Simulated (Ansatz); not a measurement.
# TiIn2 (built on the sites of a database entry of HfB2): from the cell to its phonons

Wanted: phonon frequencies of TiIn2 (built on the sites of a database entry of HfB2) and what follows from them.

Main program and level: Ansatz 0.2.0; DFT PBEsol, scalar-relativistic, plane waves, PAW.

The structure was built from a prototype and need not be the compound's stable phase.

**1. Set-up**

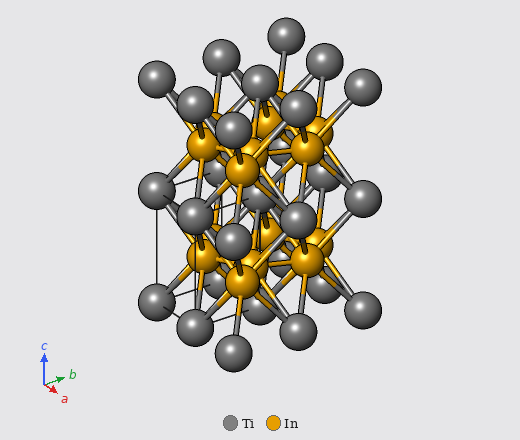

The cell as given, slightly off an axis (titanium grey, indium orange). 2×2×2 cells are drawn. Some periodic images of atoms are drawn too.

As a file:

```cif
data_structure
_symmetry_space_group_name_H-M 'P 1'
_symmetry_Int_Tables_number 1
_cell_length_a 3.4991
_cell_length_b 3.4991
_cell_length_c 3.8779
_cell_angle_alpha 90.000
_cell_angle_beta 90.000
_cell_angle_gamma 120.000
_cell_volume 41.12
loop_
_atom_site_label
_atom_site_type_symbol
_atom_site_fract_x
_atom_site_fract_y
_atom_site_fract_z
_atom_site_occupancy
Ti1 Ti 0.00000 0.00000 0.00000 1
In2 In 0.33333 0.66667 0.50000 1
In3 In 0.66667 0.33333 0.50000 1
```

**2. Rough relaxation**

A rough relaxation comes first, because large forces or stress need no tight tolerances yet.

The input, input.yaml:

```yaml
crystal:
  lattice:
    - [3.49906, 0.0, 0.0]
    - [-1.74953, 3.03027, 0.0]
    - [0.0, 0.0, 3.87794]
  atoms:
    - { symbol: Ti, position: [0.0, 0.0, 0.0] }
    - { symbol: In, position: [0.3333333333, 0.6666666667, 0.5] }
    - { symbol: In, position: [0.6666666667, 0.3333333333, 0.5] }
kpoints:
  mp_grid: { grid: [6, 6, 6] }
hamiltonian:
  xc: pbesol
scf:
  occupations: { method: gaussian, width: 0.1 }
output:
  forces: true
  stress: true
  eigenvalues: true
relax:
  adjacent_minimum: "off"
  f_tol: 0.05
  max_steps: 80
  cell: { stress_tol: 0.5 }
```

Started as:

```bash
> ansatz run input.yaml --threads 8 --pin off --max-ram 14336MiB --backend cpu --events-out ev --progress --plain --runs-dir out
```

Numbers of over 12 decimals in the logs are rounded to 6 here.

The log of the run:

```text
The last accepted step is kept in <dir> (removed where the run ends without a failure and the disk answers)
Engine: ansatz 0.2.0, aarch64-unknown-linux-gnu
Pseudopotentials: kind: paw
Pseudopotential: Ti, paw, valence charge 12, recommended cutoff 420 eV (normal), Ti.paw.azcp
Pseudopotential: In, paw, valence charge 13, recommended cutoff 420 eV (normal), In.paw.azcp
Functional definition: PBEsol
  exchange = pbesol_x
[...]
--- Relaxed structure (14 steps of the walk, 14 accepted, 2 SCFs on fresh bases) ---
  F+E_penalty+E_count = -13524.62306126 eV   max|allowed force component| = 1.619e-17 eV/Å   (the final SCF, on the basis selected at the relaxed cell)
  cell:  # Å, volume = 60.5462 Å³
    - [4.849285, 0, 0]
    - [-2.424642, 4.199604, 0]
    - [0, 0, 2.973042]
  atoms:
    - { symbol: Ti, position: [0, 0, 0] }
    - { symbol: In, position: [0.333333, 0.666667, 0.5] }
    - { symbol: In, position: [0.666667, 0.333333, 0.5] }
[key lines of the parts left out:]
SCF converged after 6 iterations
Free energy (F): -13524.623061 eV
Fermi energy:    13.158331 eV
P = ⅓ Tr σ = 0.1189 GPa (1.189 kbar)
```

Run time: 52 s. Hardware: 8 threads of Arm Neoverse N1, shared host; peak memory 0.43 GiB; 81 s of CPU time.

Relaxation path:

```tsv
step	energy less that of the first step (eV)	largest force component (eV/Å)	pressure (GPa)	volume (Å³)
1	0.0000	0.0000	170.89	41.12
2	-5.0711	0.0000	105.63	45.40
3	-8.3689	0.0000	63.47	49.61
4	-10.4342	0.0000	35.14	53.70
5	-11.6118	0.0000	15.34	57.17
6	-12.1191	0.0000	3.69	58.20
7	-12.2241	0.0000	-1.86	58.34
8	-12.3014	0.0000	-0.06	55.90
9	-12.3052	0.0000	0.41	54.98
10	-12.3063	0.0000	0.01	55.35
11*	-12.8619	0.0000	12.68	55.35
12	-13.1924	0.0000	6.01	57.60
13	-13.3861	0.0000	3.73	58.27
14	-13.4137	0.0000	0.65	60.15
15	-13.4147	0.0000	0.07	60.55
16*	-13.4182	0.0000	0.12	60.55
```

Relaxation steps marked * repeat the geometry before them on a plane-wave basis chosen anew for their cell, so energy and pressure can jump there.

The run keeps the 24 symmetry operations that it works with, so distortions that break them were not tested.

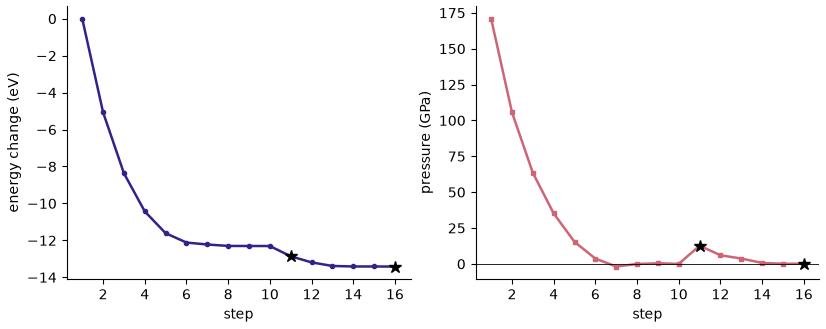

Energy and pressure along the relaxation. Stars mark steps on a basis chosen anew.

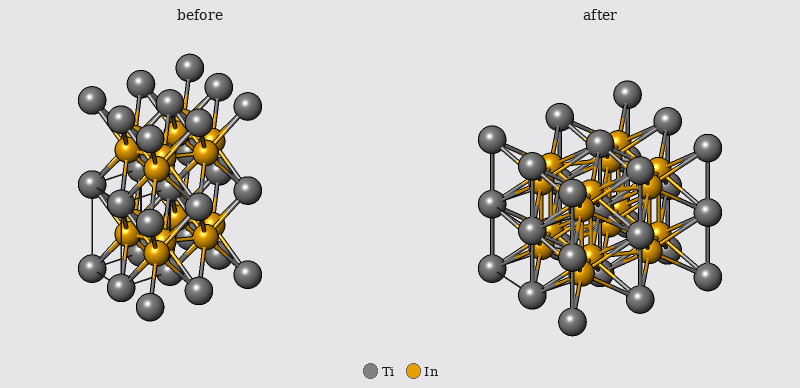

Before and after, at one scale.

```tsv
cell as run	before	after	change
a (Å)	3.499	4.849	+38.6 %
b (Å)	3.499	4.849	+38.6 %
c (Å)	3.878	2.973	-23.3 %
volume (Å³/atom)	13.71	20.18	+47.2 %
```

The relaxed structure:

```xyz
3
Lattice="4.8493 0.0000 0.0000 -2.4246 4.1996 0.0000 0.0000 0.0000 2.9730" Properties=species:S:1:pos:R:3 pbc="T T T"
Ti    0.0000    0.0000    0.0000
In    0.0000    2.7997    1.4865
In    2.4246    1.3999    1.4865
```

This step gave:

* pressure: 0.1189 GPa
* volume per atom: 20.18 Å³
* gap on the k-mesh: 0 eV

In this step the volume went from 13.71 to 20.18 Å³/atom.

**3. Relaxation**

The cell and atoms are relaxed, since residual forces and stress would shift the frequencies.

The input, input.yaml:

```yaml
crystal:
  lattice:
    - [4.8492847677, 0.0, 0.0]
    - [-2.4246423839, 4.199603799, 0.0]
    - [0.0, 0.0, 2.9730417173]
  atoms:
    - { symbol: Ti, position: [0.0, 0.0, 0.0] }
    - { symbol: In, position: [0.3333333333, 0.6666666667, 0.5] }
    - { symbol: In, position: [0.6666666667, 0.3333333333, 0.5] }
kpoints:
  mp_grid: { grid: [9, 9, 12] }
hamiltonian:
  xc: pbesol
scf:
  occupations: { method: gaussian, width: 0.1 }
output:
  forces: true
  stress: true
  eigenvalues: true
  write_density: true
  write_potential: true
  elf: true
  volumetric_format: npy
relax:
  adjacent_minimum: "off"
  f_tol: 0.005
  max_steps: 80
  cell: { stress_tol: 0.05 }
```

The log of the run:

```text
[...]
Crystal: 3 atoms, lattice volume = 60.546 Å³
Basis set: ecut = 420 eV, 1179 PW (Γ), exchange–correlation on 72×72×40 points (8 copies of the dense FFT grid, shifted against one another)
Bands: 23, of which v1, the nominal top of the filled ones, is band 19 counted from 1 (18 counted from 0)
Symmetry: 24 space group operations
[...]
k-points: 84 of 972
[...]
SCF iter   1: F=—  HF=-13524.615679 eV  |F-HF|=—  |Δ(HF+E_count)|=         —  Δρ=7.70e-3  dr2=4.45e-2  ethr=1.77e-3  ⟨swp⟩=5.7  Hψ=9120  notcnv=0
[...]
SCF iter   6: F=-13524.606690 eV  HF=-13524.606691 eV  |F-HF|=4.77e-8  |Δ(HF+E_count)|=   7.79e-7  Δρ=1.00e-5  dr2=6.83e-8  ethr=2.63e-10  ⟨swp⟩=7.0  Hψ=12764  notcnv=0
the search or the solves at the SCF's close seem to have found levels that the self-consistency loop had missed (the run counts 1). By its estimate they hold under 1e-12 electrons; where the run keeps them, the occupations were computed again with them
SCF 1 converged in 6 iterations: F = -13524.606690 eV  dr2 = 6.83e-8
[...]
relax step   1: F+E_penalty+E_count = -13524.60669046 eV  Δ(F+E_penalty+E_count) = +0.000e0 eV  max|allowed force component| = 1.831e-17 eV/Å  Δτ_max = 0.0000 Å  P = +0.118 GPa  Ω = 60.546 Å³  (6 SCF iters, dr2 threshold 1.00e-7 eV, accepted)
Crystal: 3 atoms, lattice volume = 60.687 Å³
[...]
SCF iter   6: F=-13524.606757 eV  HF=-13524.606757 eV  |F-HF|=1.49e-10  |Δ(HF+E_count)|=  6.51e-10  Δρ=7.14e-7  dr2=2.34e-10  ethr=9.05e-12  ⟨swp⟩=4.2  Hψ=9843  notcnv=0
SCF 2 converged in 6 iterations: F = -13524.606757 eV  dr2 = 2.34e-10
relax step   2: F+E_penalty+E_count = -13524.60675657 eV  Δ(F+E_penalty+E_count) = -6.611e-5 eV  max|allowed force component| = 5.301e-18 eV/Å  Δτ_max = 0.0000 Å  P = -0.069 GPa  Ω = 60.687 Å³  energy of the carried Pulay correction = -3.474e-5 eV  (6 SCF iters, dr2 threshold 9.37e-8 eV, accepted)
Crystal: 3 atoms, lattice volume = 60.627 Å³
[...]
SCF iter   6: F=-13524.606782 eV  HF=-13524.606782 eV  |F-HF|=3.64e-12  |Δ(HF+E_count)|=  1.46e-11  Δρ=1.12e-7  dr2=6.16e-12  ethr=1.00e-12  ⟨swp⟩=4.2  Hψ=8730  notcnv=0
SCF 3 converged in 6 iterations: F = -13524.606782 eV  dr2 = 6.16e-12
relax step   3: F+E_penalty+E_count = -13524.60678160 eV  Δ(F+E_penalty+E_count) = -2.503e-5 eV  max|allowed force component| = 1.195e-17 eV/Å  Δτ_max = 0.0000 Å  P = +0.026 GPa  Ω = 60.627 Å³  energy of the carried Pulay correction = -2.112e-5 eV  (6 SCF iters, accepted)
[...]
relax step   4: F+E_penalty+E_count = -13524.60678195 eV  Δ(F+E_penalty+E_count) = -3.463e-7 eV  max|allowed force component| = 1.735e-17 eV/Å  Δτ_max = 0.0000 Å  P = -0.000 GPa  Ω = 60.643 Å³  energy of the carried Pulay correction = -2.458e-5 eV  (6 SCF iters, accepted)
[...]
SCF iter   1: F=—  HF=-13524.606797 eV  |F-HF|=—  |Δ(HF+E_count)|=         —  Δρ=3.31e-6  dr2=1.24e-9  ethr=7.71e-8  ⟨swp⟩=2.9  Hψ=13623  notcnv=0
eigensolver tolerance schedule: the retry pair's looser diagonalisation over-reported the residual by 23673.28 of it (diagonalisation noise at 1.43 of the residual, at the tolerance the schedule requests for it); recorded, not acted on — ethr = c·dr2/N_el stays at c = 1.0e-1
SCF iter   2: F=—  HF=-13524.606802 eV  |F-HF|=—  |Δ(HF+E_count)|=   5.13e-6  Δρ=1.68e-6  dr2=4.71e-10  ethr=3.26e-12  ⟨swp⟩=3.2  Hψ=4071  notcnv=0
[...]
SCF iter   8: F=-13524.606802 eV  HF=-13524.606802 eV  |F-HF|=5.46e-12  |Δ(HF+E_count)|=  3.64e-12  Δρ=1.50e-10  dr2=1.36e-17  ethr=1.00e-12  ⟨swp⟩=2.1  Hψ=5304  notcnv=0
SCF 5 converged in 8 iterations: F = -13524.606802 eV  dr2 = 1.36e-17
relax step   5: F+E_penalty+E_count = -13524.60680206 eV  Δ(F+E_penalty+E_count) = -2.011e-5 eV  max|allowed force component| = 1.966e-17 eV/Å  Δτ_max = 0.0000 Å  P = -0.000 GPa  Ω = 60.643 Å³  stress off target by 2.85e-4 GPa  SCF on the basis re-selected at this cell (its energy is not comparable with the rows above)  (8 SCF iters)
[...]
SCF converged after 8 iterations
Free energy (F): -13524.606802 eV
[...]
Internal energy: -13524.584156 eV  (E = F + TS)
E sigma→0 (E₀):  -13524.595479 eV
Entropy (-TS):   -0.022646 eV (-7.549 meV/atom)
Fermi energy:    13.139022 eV
[...]
--- Stress (GPa, compression-positive) ---
       -0.000139      -0.000000       0.000000
       -0.000000      -0.000139       0.000000
        0.000000       0.000000      -0.000285
  P = ⅓ Tr σ = -0.0002 GPa (-0.002 kbar)
--- Band table (eV; the first three rows and the last of 84) ---
  k-point 0: bands = [... 15 lower, 10.4376, 10.4376, 11.3248, 12.1401, 14.0235, 14.0235, 14.8599, 14.8599]
  k-point 1: bands = [... 15 lower, 10.5688, 10.5688, 11.4229, 12.2702, 13.7602, 13.7602, 15.1888, 15.1888]
  k-point 2: bands = [... 15 lower, 10.9501, 10.9501, 11.7239, 12.5713, 13.3323, 13.3323, 15.8278, 15.8278]
  k-point 83: bands = [... 15 lower, 8.8190, 10.6604, 10.6604, 11.4369, 13.6939, 14.4013, 14.4013, 14.5130]
--- Relaxed structure (4 steps of the walk, 4 accepted, 1 SCFs on fresh bases) ---
[...]
cell:  # Å, volume = 60.6425 Å³
    - [4.856428, 2.8910201235119032e-11, 0]
    - [-2.428214, 4.205790, 0]
    - [0, 0, 2.969017]
  atoms:
    - { symbol: Ti, position: [0, 0, 0.0] }
    - { symbol: In, position: [0.333333, 0.666667, 0.5] }
    - { symbol: In, position: [0.666667, 0.333333, 0.5] }
```

It took 34 s on 8 threads; peak memory 0.51 GiB.

The steps of the relaxation:

```tsv
step	energy less that of the first step (eV)	largest force component (eV/Å)	pressure (GPa)	volume (Å³)
1	0.0000	0.0000	0.12	60.55
2	-0.0001	0.0000	-0.07	60.69
3	-0.0001	0.0000	0.03	60.63
4	-0.0001	0.0000	0.00	60.64
5*	-0.0001	0.0000	0.00	60.64
```

Relaxation steps marked * repeat the geometry before them on a plane-wave basis chosen anew for their cell, so energy and pressure can jump there.

The run keeps the 24 symmetry operations that it works with, so distortions that break them were not tested.

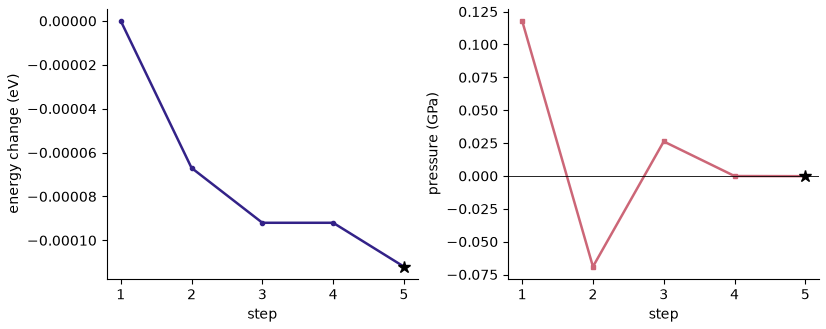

Energy and pressure along the relaxation. Stars mark steps on a basis chosen anew.

```tsv
conventional cell, symmetrised	before	after	change
a (Å)	4.849	4.856	+0.1 %
b (Å)	4.849	4.856	+0.1 %
c (Å)	2.973	2.969	-0.1 %
volume (Å³/atom)	20.18	20.21	+0.2 %
```

The relaxed structure:

```cif
data_structure
_symmetry_space_group_name_H-M 'P 1'
_symmetry_Int_Tables_number 1
_cell_length_a 4.8564
_cell_length_b 4.8564
_cell_length_c 2.9690
_cell_angle_alpha 90.000
_cell_angle_beta 90.000
_cell_angle_gamma 120.000
_cell_volume 60.64
loop_
_atom_site_label
_atom_site_type_symbol
_atom_site_fract_x
_atom_site_fract_y
_atom_site_fract_z
_atom_site_occupancy
Ti1 Ti 0.00000 0.00000 0.00000 1
In2 In 0.33333 0.66667 0.50000 1
In3 In 0.66667 0.33333 0.50000 1
```

This step gave:

```yaml
pressure: -1.88e-4 GPa
volume_per_atom: 20.21 Å³
```

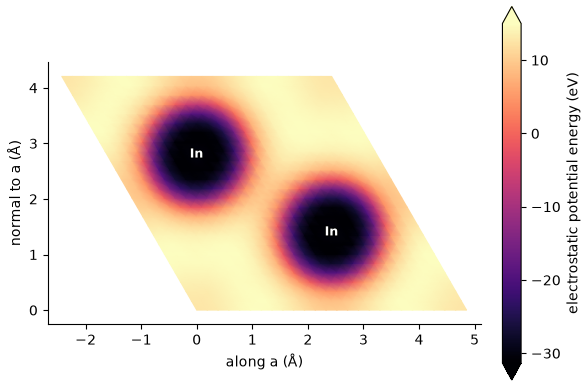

Electrostatic potential energy in the ab plane at fractional z = 0.500, with atoms of In within 0.2 Å of it. With pseudopotentials it is smooth inside the atoms' cores, unlike the true potential.

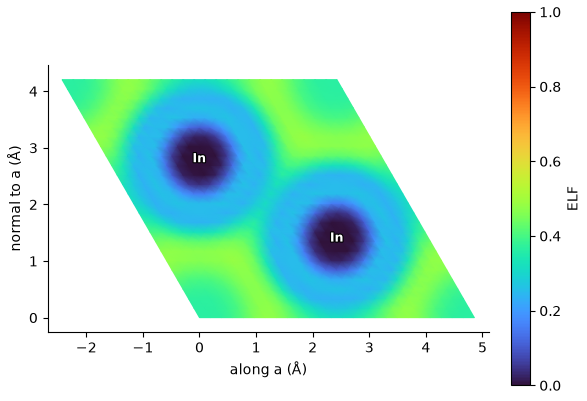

ELF in the ab plane at fractional z = 0.500, with atoms of In within 0.2 Å of it. It is the smooth field of the valence electrons, not physical close to the nuclei.

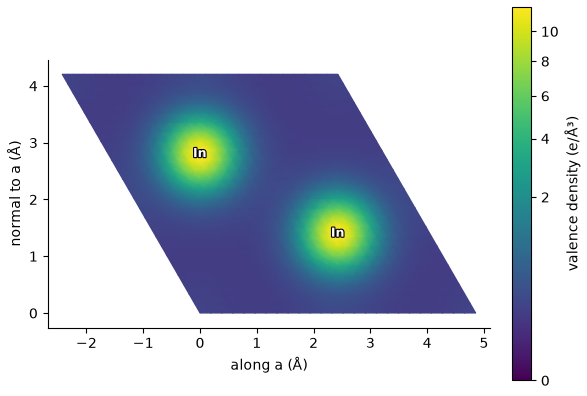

Valence density in the ab plane at fractional z = 0.500, with atoms of In within 0.2 Å of it. It is the smooth field of the valence electrons, not physical close to the nuclei. The colour scale is stretched toward low values.

In this step the volume went from 20.18 to 20.21 Å³/atom.

**4. Tight relaxation**

Phonons need a cell at rest on their own settings, so the relaxation is repeated with tight tolerances on forces and stress, using the mesh and the filling of the phonon run that follows.

The input, input.yaml:

```yaml
crystal:
  lattice:
    - [4.8564283096, 0.0, 0.0]
    - [-2.4282141548, 4.2057902878, 0.0]
    - [0.0, 0.0, 2.969016588]
  atoms:
    - { symbol: Ti, position: [0.0, 0.0, 0.0] }
    - { symbol: In, position: [0.3333333333, 0.6666666667, 0.5] }
    - { symbol: In, position: [0.6666666667, 0.3333333333, 0.5] }
kpoints:
  mp_grid: { grid: [10, 10, 12] }
hamiltonian:
  xc: pbesol
scf:
  occupations: { method: methfessel_paxton, width: 0.15 }
output:
  forces: true
  stress: true
  eigenvalues: true
relax:
  adjacent_minimum: "off"
  f_tol: 0.001
  max_steps: 60
  cell: { stress_tol: 0.01 }
```

The log of the run:

```text
[...]
Crystal: 3 atoms, lattice volume = 60.643 Å³
Basis set: ecut = 420 eV, 1179 PW (Γ), exchange–correlation on 72×72×40 points (8 copies of the dense FFT grid, shifted against one another)
Bands: 23, of which v1, the nominal top of the filled ones, is band 19 counted from 1 (18 counted from 0)
Symmetry: 24 space group operations
[...]
k-points: 98 of 1200
[...]
k-point 97: bands = [... 15 lower, 9.1101, 10.4212, 10.8620, 11.4368, 13.7348, 14.2408, 14.3865, 14.5738]
--- Relaxed structure (4 steps of the walk, 4 accepted, 1 SCFs on fresh bases) ---
[...]
cell:  # Å, volume = 60.6668 Å³
    - [4.861127, 0, 0]
    - [-2.430563, 4.209859, 0]
    - [0, 0, 2.964467]
  atoms:
    - { symbol: Ti, position: [0, 0, 0] }
    - { symbol: In, position: [0.333333, 0.666667, 0.5] }
    - { symbol: In, position: [0.666667, 0.333333, 0.5] }
[key lines of the parts left out:]
SCF converged after 6 iterations
Free energy (F): -13524.595865 eV
Fermi energy:    13.120718 eV
P = ⅓ Tr σ = 0.0022 GPa (0.022 kbar)
```

Run time: 33 s. Hardware: 8 threads; peak memory 0.53 GiB; 84 s of CPU time.

Relaxation path:

```tsv
step	energy less that of the first step (eV)	largest force component (eV/Å)	pressure (GPa)	volume (Å³)
1	0.0000	0.0000	0.02	60.64
2	-0.0001	0.0000	0.01	60.66
3	-0.0001	0.0000	-0.01	60.68
4	-0.0001	0.0000	0.00	60.67
5*	-0.0001	0.0000	0.00	60.67
```

Relaxation steps marked * repeat the geometry before them on a plane-wave basis chosen anew for their cell, so energy and pressure can jump there.

Forces are held to the 24 operations that the run works with; a distortion that breaks them can't arise in this run.

```tsv
conventional cell, symmetrised	before	after	change
a (Å)	4.856	4.861	+0.1 %
b (Å)	4.856	4.861	+0.1 %
c (Å)	2.969	2.964	-0.2 %
volume (Å³/atom)	20.21	20.22	+0.0 %
```

The relaxed structure:

```xyz
3
Lattice="4.8611 0.0000 0.0000 -2.4306 4.2099 0.0000 0.0000 0.0000 2.9645" Properties=species:S:1:pos:R:3 pbc="T T T"
Ti    0.0000    0.0000    0.0000
In    0.0000    2.8066    1.4822
In    2.4306    1.4033    1.4822
```

This step gave:

| Property | Result |
| --- | --- |
| pressure | 0.002223 GPa |
| volume per atom | 20.22 Å³ |

The forces vanish by symmetry and the pressure is 0.002 GPa, within the tolerances set. The cell now holds 20.22 Å³/atom.

[end of part 1 of 2]

[Logs are printed without paths, hosts, clocks, repeated set-up lines and the standing remarks that a program may print on its own settings, such as how far it seeks lower states.]

[Hosts, paths, dates, database ids (printed as entryN), source tags and the programs' standing remarks are cut or masked in the printed files.]
